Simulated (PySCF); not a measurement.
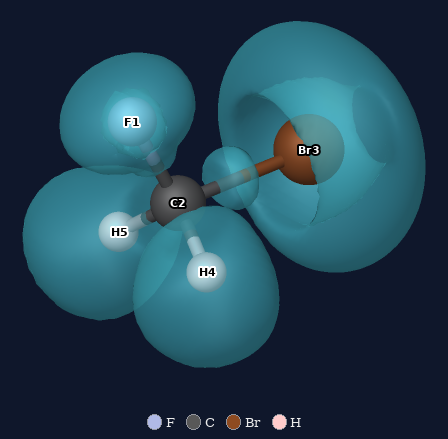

The picture shows: CH₂BrF (SMILES FCBr). Isosurface of the electron localisation function at 0.75 (cyan), seen at an oblique angle. Only the valence region is drawn (cores and ρ < 0.01 e/Å³ removed).

Geometry: PBE0-D3(BJ)/def2-SVP.

Computed with PBE0/def2-SVPD, SCF density, gas phase (PySCF).

```yaml
atoms:
  - { symbol: F, position_ang: [0.4010, 1.3012, -0.2045] }
  - { symbol: C, position_ang: [-0.1434, 0.0906, -0.0107] }
  - { symbol: Br, position_ang: [1.2236, -1.2724, 0.1678] }
  - { symbol: H, position_ang: [-0.7229, 0.0760, 0.9227] }
  - { symbol: H, position_ang: [-0.7583, -0.1954, -0.8752] }
```

### Describe the localisation domains.

The surface consists of one region between bonded Br–C atoms (shared pairs), two regions around hydrogen nuclei, one region on F in which the atom's valence shell and bonds are merged and one ring or bowl of non-bonding electrons around Br. Along the contacts the grid gives the following. C–F (1.34 Å): the ELF peaks at about 0.85 between the atoms (a shared but strongly polarised pair). C–Br (1.94 Å): the ELF peaks at about 0.90 between the atoms; localised, covalent bonding.
